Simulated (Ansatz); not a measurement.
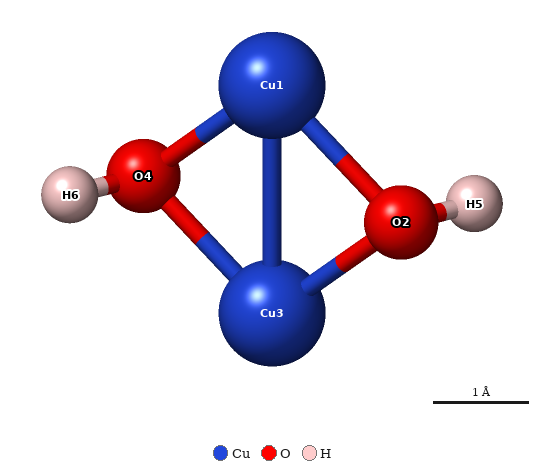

*The structure as given in the input (ball-and-stick view, seen at a tilt; atoms are numbered from 1 in the order of the input). Sticks mark near contacts.*

## Geometry relaxation, with input and output: Cu2H2O2

- system: Cu2H2O2 ((CuOH)2 ring)
- method: RKS PBE-D4/def2-SVP (Ansatz 0.2.0)

The geometry: GFN2-xTB start. Figures and captions count atoms from 1; the log counts them from 0 in places.

The input
```yaml
crystal:
  periodic: [false, false, false]
  atoms:
    - {symbol: Cu, position_ang: [0.998500, -0.160400, 0.783960]}
    - {symbol: O, position_ang: [-0.124600, 1.453360, 0.456390]}
    - {symbol: Cu, position_ang: [-0.992510, 0.163400, -0.786800]}
    - {symbol: O, position_ang: [0.123110, -1.449360, -0.454930]}
    - {symbol: H, position_ang: [-0.694400, 1.612190, 1.209150]}
    - {symbol: H, position_ang: [0.689910, -1.619200, -1.207770]}
basis:
  gaussian: {orbitals: def2-SVP}
hamiltonian: {xc: pbe, dispersion: d4}
scf: {omitted_lower_state_checks: [starts]}
output: {orbitals: {seedname: orbitals}}
relax: {f_tol: 0.02, max_steps: 100}
```

Run on 2 threads of Arm Neoverse V2, 23 GiB of memory available, shared host.

Launch command:
```bash
ansatz run in.yaml --threads 2 --pin off --events-out ev --progress --plain --max-ram 4352MiB
```

The program's output
```
Functional definition: PBE
  name "PBE"
  cite "Perdew, Burke & Ernzerhof, Phys. Rev. Lett. 77, 3865 (1996) doi:10.1103/PhysRevLett.77.3865"
  parent pbe
  parameter kappa = 0.804
  parameter beta = 0.06672455060314922
  exchange = pbe_x(kappa = kappa, mu = beta*pi^2/3)
  correlation = pbe_c(beta = beta)
these checks for a lower state are left out or cut short: starts
1170 factors; their error is unknown
mean field evaluation 1: about -93359.2468 eV, gradient 9.4e1 eV
mean field evaluation 2: about -93100.4834 eV, gradient 3.9e2 eV
mean field evaluation 4: about -93373.1995 eV, gradient 3.4e1 eV
mean field evaluation 8: about -93374.9669 eV, gradient 2.1e-1 eV
mean field evaluation 16: about -93374.9166 eV, gradient 1.7e-3 eV
mean field -93374.91655351 eV, -3431.4648915500 hartree, gradient 1.3e-5 eV, S^2 0.000000; 0 other end points of the search recorded, 0 dependent functions left out
the calculation of the forces begins
reference -93374.91661186 eV, -3431.4648936940 hartree; 38, 38 occupied and 62, 62 virtual orbitals, 1170 factors
relax step   1: F+E_penalty+E_count = -93375.05194259 eV  Δ(F+E_penalty+E_count) = +0.000e0 eV  max|allowed force component| = 7.861e-1 eV/Å  Δτ_max = 0.0000 Å  (31 SCF iters, accepted)
these checks for a lower state are left out or cut short: starts, cluster_reference, orbital_swaps, neighbouring_geometries, increment
1170 factors; their error is unknown
mean field -93375.09150117 eV, -3431.4713207578 hartree, gradient 6.9e-6 eV, S^2 0.000000; 0 other end points of the search recorded, 0 dependent functions left out
the calculation of the forces begins
reference -93375.09155892 eV, -3431.4713228802 hartree; 38, 38 occupied and 62, 62 virtual orbitals, 1170 factors
relax step   2: F+E_penalty+E_count = -93375.22574111 eV  Δ(F+E_penalty+E_count) = -1.738e-1 eV  max|allowed force component| = 5.882e-1 eV/Å  Δτ_max = 0.0743 Å  (39 SCF iters, accepted)
these checks for a lower state are left out or cut short: starts, cluster_reference, orbital_swaps, neighbouring_geometries, increment
1170 factors; their error is unknown
mean field evaluation 32: about -93375.1300 eV, gradient 1.1e-2 eV
mean field -93375.08221521 eV, -3431.4709795049 hartree, gradient 7.4e-6 eV, S^2 0.000000; 0 other end points of the search recorded, 0 dependent functions left out
the calculation of the forces begins
reference -93375.08227242 eV, -3431.4709816075 hartree; 38, 38 occupied and 62, 62 virtual orbitals, 1170 factors
relax step   3: F+E_penalty+E_count = -93375.21475515 eV  Δ(F+E_penalty+E_count) = +1.099e-2 eV  max|allowed force component| = 9.263e-1 eV/Å  Δτ_max = 0.1398 Å  (37 SCF iters, rejected (line search))
these checks for a lower state are left out or cut short: starts, cluster_reference, orbital_swaps, neighbouring_geometries, increment
1170 factors; their error is unknown
mean field -93375.15856689 eV, -3431.4737853775 hartree, gradient 1.3e-5 eV, S^2 0.000000; 0 other end points of the search recorded, 0 dependent functions left out
the calculation of the forces begins
reference -93375.15862429 eV, -3431.4737874867 hartree; 38, 38 occupied and 62, 62 virtual orbitals, 1170 factors
relax step   4: F+E_penalty+E_count = -93375.29217803 eV  Δ(F+E_penalty+E_count) = -6.644e-2 eV  max|allowed force component| = 5.329e-2 eV/Å  Δτ_max = 0.0693 Å  (32 SCF iters, accepted)
these checks for a lower state are left out or cut short: starts, cluster_reference, orbital_swaps, neighbouring_geometries, increment
1170 factors; their error is unknown
mean field -93375.15978579 eV, -3431.4738301711 hartree, gradient 2.4e-5 eV, S^2 0.000000; 0 other end points of the search recorded, 0 dependent functions left out
the calculation of the forces begins
reference -93375.15984320 eV, -3431.4738322810 hartree; 38, 38 occupied and 62, 62 virtual orbitals, 1170 factors
relax step   5: F+E_penalty+E_count = -93375.29313723 eV  Δ(F+E_penalty+E_count) = -9.592e-4 eV  max|allowed force component| = 3.760e-2 eV/Å  Δτ_max = 0.0186 Å  (32 SCF iters, accepted)
these checks for a lower state are left out or cut short: starts, cluster_reference, orbital_swaps, neighbouring_geometries, increment
1170 factors; their error is unknown
mean field -93375.15993328 eV, -3431.4738355915 hartree, gradient 8.7e-6 eV, S^2 0.000000; 0 other end points of the search recorded, 0 dependent functions left out
the calculation of the forces begins
reference -93375.15999067 eV, -3431.4738377004 hartree; 38, 38 occupied and 62, 62 virtual orbitals, 1170 factors
relax step   6: F+E_penalty+E_count = -93375.29334772 eV  Δ(F+E_penalty+E_count) = -2.105e-4 eV  max|allowed force component| = 6.022e-3 eV/Å  Δτ_max = 0.0036 Å  (33 SCF iters, accepted)
```

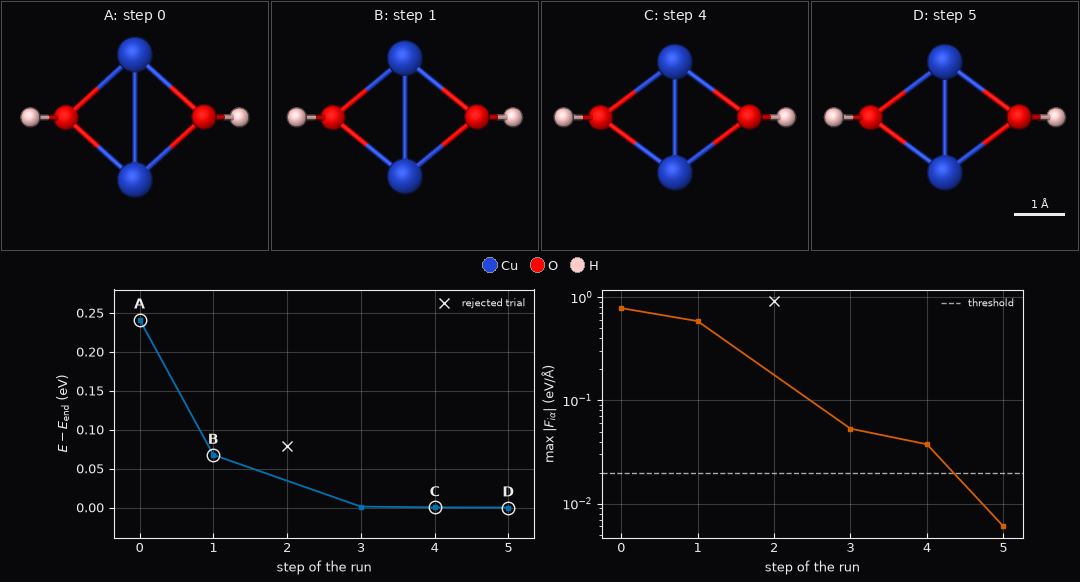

*Frames of the relaxation (ball-and-stick view, seen on its broad side) above the curves, on which the letters mark them (the first geometry is step 0 here and step 1 in the log).*

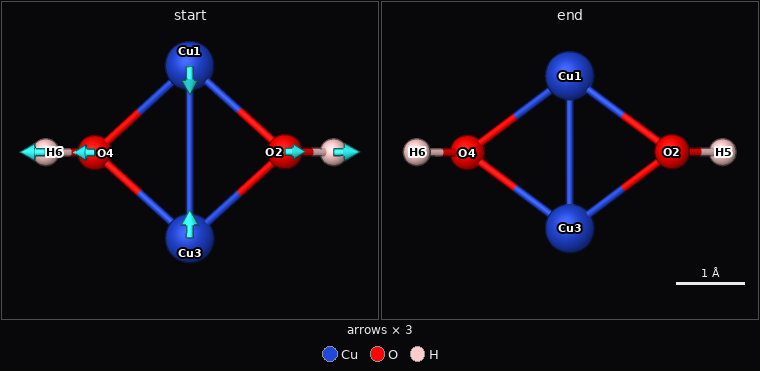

*Before (left) and after (right) the relaxation, at one scale (ball-and-stick view, seen on its broad side). The teal arrows give the displacements, magnified 3 times.*

After 5 geometry steps the energy has fallen by 0.241 eV. The largest force component goes from 0.79 to 0.006 eV/Å. The line search rejected the trial step at point 2 (counted from 0) and went back. The largest moves after the best rigid fit, 0.15 Å, are those of Cu1 and Cu3. Largest moves by element: Cu 0.15 Å, H 0.14 Å, O 0.11 Å. Distances before and after: Cu1–Cu3 2.557 → 2.260 Å, O2–H5 0.957 → 0.977 Å, Cu1–O2 1.993 → 1.985 Å. Among the angles that change: O2–Cu1–O4 100.0° → 110.6°, Cu1–O4–Cu3 79.9° → 69.4°, O2–Cu1–Cu3 50.0° → 55.3°. (Atoms are counted from 1 in the order of the input.)

```
these checks for a lower state are left out or cut short: starts
1170 factors; their error is unknown
mean field -93375.15993328 eV, -3431.4738355915 hartree, gradient 2.6e-5 eV, S^2 0.000000; 0 other end points of the search recorded, 0 dependent functions left out
the calculation of the forces begins
reference -93375.15999067 eV, -3431.4738377004 hartree; 38, 38 occupied and 62, 62 virtual orbitals, 1170 factors
Total energy: -93375.29340511 eV, -3431.4787405906 hartree
Atom 0 at     0.879372    -0.143295     0.695393 Å, force     0.000018     0.000973    -0.002663 eV/Å
Atom 1 at    -0.148784     1.544429     0.506024 Å, force    -0.001121    -0.006022     0.000629 eV/Å
Atom 2 at    -0.880547     0.142406    -0.693998 Å, force     0.002448     0.000488    -0.000490 eV/Å
Atom 3 at     0.149296    -1.544407    -0.506690 Å, force    -0.001619     0.003249     0.002575 eV/Å
Atom 4 at    -0.724283     1.729467     1.273196 Å, force    -0.000285     0.002141     0.000588 eV/Å
Atom 5 at     0.724955    -1.728610    -1.273924 Å, force     0.000559    -0.000829    -0.000638 eV/Å
Dipole moment:    -0.000375     0.000094     0.000572 e Å
Checks for a lower state left out: starts
```

Trajectory as extended XYZ (Å, eV, eV/Å), 6 frames, from step=1 to step=6
```
6
Properties=species:S:1:pos:R:3:forces:R:3 step=1 energy=-93375.05194
Cu    0.9985   -0.1604    0.7840   -0.7861   0.1359  -0.6129
O    -0.1246    1.4534    0.4564    0.5143  -0.0247  -0.6459
Cu   -0.9925    0.1634   -0.7868    0.7710  -0.1191   0.6124
O     0.1231   -1.4494   -0.4549   -0.4895   0.0157   0.6341
H    -0.6944    1.6122    1.2091   -0.5732   0.2755   0.7849
H     0.6899   -1.6192   -1.2078    0.5636  -0.2833  -0.7726
6
Properties=species:S:1:pos:R:3:forces:R:3 step=2 energy=-93375.22574
Cu    0.9401   -0.1512    0.7389   -0.5882   0.1019  -0.4587
O    -0.1357    1.5091    0.4818    0.1132  -0.0516  -0.1473
Cu   -0.9355    0.1537   -0.7410    0.5779  -0.0891   0.4592
O     0.1346   -1.5059   -0.4809   -0.1017   0.0386   0.1442
H    -0.7134    1.6725    1.2462   -0.1337   0.0952   0.1906
H     0.7100   -1.6782   -1.2451    0.1325  -0.0951  -0.1881
6
Properties=species:S:1:pos:R:3:forces:R:3 step=3 energy=-93375.21475 accepted=F
Cu    0.8297   -0.1344    0.6547    0.9247  -0.1476   0.7298
O    -0.1532    1.5934    0.5213    0.0818  -0.1833  -0.1382
Cu   -0.8287    0.1349   -0.6545   -0.9263   0.1522  -0.7317
O     0.1529   -1.5922   -0.5215   -0.0774   0.1758   0.1365
H    -0.7340    1.7487    1.2891   -0.0562  -0.0029   0.0703
H     0.7332   -1.7505   -1.2891    0.0533   0.0058  -0.0667
6
Properties=species:S:1:pos:R:3:forces:R:3 step=4 energy=-93375.29218
Cu    0.8840   -0.1436    0.6989   -0.0294   0.0054  -0.0269
O    -0.1449    1.5389    0.4992   -0.0170   0.0514   0.0367
Cu   -0.8845    0.1434   -0.6980    0.0306  -0.0054   0.0233
O     0.1451   -1.5385   -0.4998    0.0153  -0.0533  -0.0323
H    -0.7217    1.7148    1.2676    0.0009   0.0240   0.0010
H     0.7220   -1.7151   -1.2679   -0.0004  -0.0222  -0.0019
6
Properties=species:S:1:pos:R:3:forces:R:3 step=5 energy=-93375.29314
Cu    0.8816   -0.1426    0.6950   -0.0366   0.0053  -0.0273
O    -0.1496    1.5469    0.5077   -0.0080  -0.0368   0.0020
Cu   -0.8805    0.1435   -0.6959    0.0349  -0.0060   0.0288
O     0.1493   -1.5465   -0.5072    0.0096   0.0376  -0.0036
H    -0.7259    1.7308    1.2753    0.0147  -0.0088  -0.0198
H     0.7251   -1.7321   -1.2747   -0.0146   0.0087   0.0199
6
Properties=species:S:1:pos:R:3:forces:R:3 step=6 energy=-93375.29335
Cu    0.8794   -0.1433    0.6954    0.0000   0.0010  -0.0027
O    -0.1488    1.5444    0.5060   -0.0011  -0.0060   0.0006
Cu   -0.8805    0.1424   -0.6940    0.0024   0.0005  -0.0005
O     0.1493   -1.5444   -0.5067   -0.0016   0.0032   0.0026
H    -0.7243    1.7295    1.2732   -0.0003   0.0021   0.0006
H     0.7250   -1.7286   -1.2739    0.0006  -0.0008  -0.0006
```

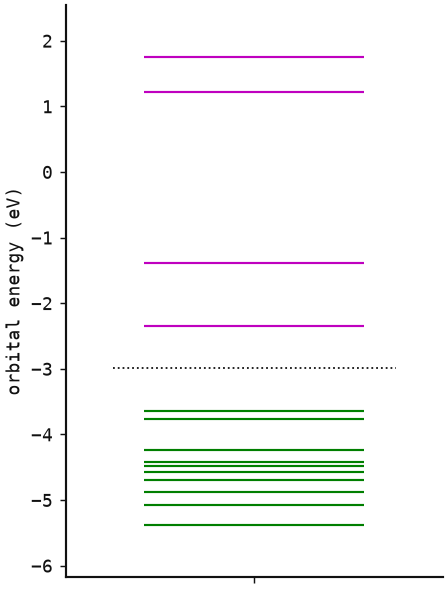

*Orbital energies near the frontier; the dotted line parts filled from empty levels, and levels within 0.02 eV of each other stand side by side.*

Highest filled −3.64 eV, lowest empty −2.35 eV, 1.29 eV apart.

Key numbers

```csv
quantity,value
outcome,converged
total energy,−93375.2934 eV
mean-field energy,−93375.1600 eV
dispersion energy,−0.1334 eV
SCF solution under orbital rotations,stable
HOMO,−3.64 eV
LUMO,−2.35 eV
largest force (length of the vector) at the end,0.006 eV/Å
dipole moment,0.00 D
wall time,15 s (CPU time 28 s)
peak memory,0.15 GiB
```
